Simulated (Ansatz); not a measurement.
CH6Sn···H2S

```tsv
atom	x (Å)	y (Å)	z (Å)
Sn	-0.1216	-0.3323	0.1485
C	-0.4236	-0.3132	2.2958
H	-1.5039	-0.3935	2.5223
H	0.1104	-1.1627	2.7630
H	-0.0320	0.6410	2.6969
H	1.5671	-0.1936	-0.2240
H	-0.9616	0.9807	-0.6011
H	-0.6991	-1.8173	-0.5327
S	1.8874	3.0576	1.7265
H	2.3247	2.3384	0.6555
H	2.5755	2.2563	2.5867
```

Core potentials replace the inner electrons of Sn.

Theory: RKS PBE/def2-SVP (Ansatz 0.2.0).

**What can the converged electron density and electron localisation function tell about the bonding?**

C–Sn (2.17 Å): ρ at the midpoint is about 0.65 e/Å³; the ELF peaks at about 0.90 in the valence shell of C, 0.7 Å from its nucleus, and drops to about 0.15 between the two atoms.
C–H (1.11 Å): the density is about 1.9 e/Å³ at the midpoint; the ELF climbs to about 1 towards the hydrogen, as it does in any bond to H; an ordinary covalent bond to hydrogen.
Sn–H (1.73 Å): the density is about 1.1 e/Å³ at the midpoint; the ELF climbs to about 1 towards the hydrogen.

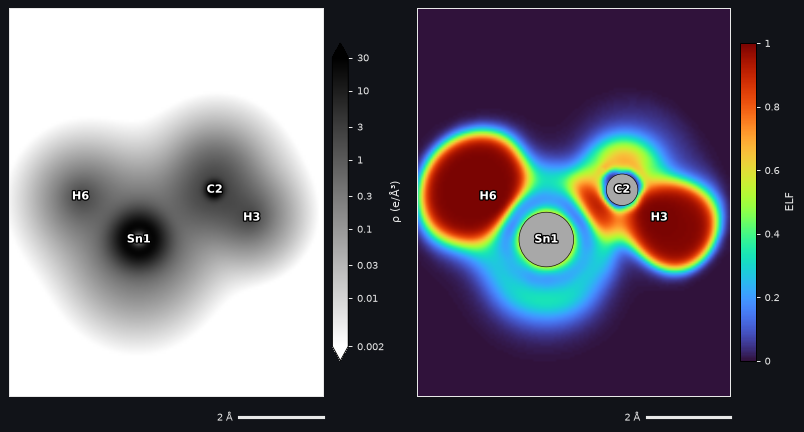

Computed electron density and electron localisation function on the plane of atoms C2, Sn1 and H6, in this order. Grey discs cover the atomic cores in the ELF map. 
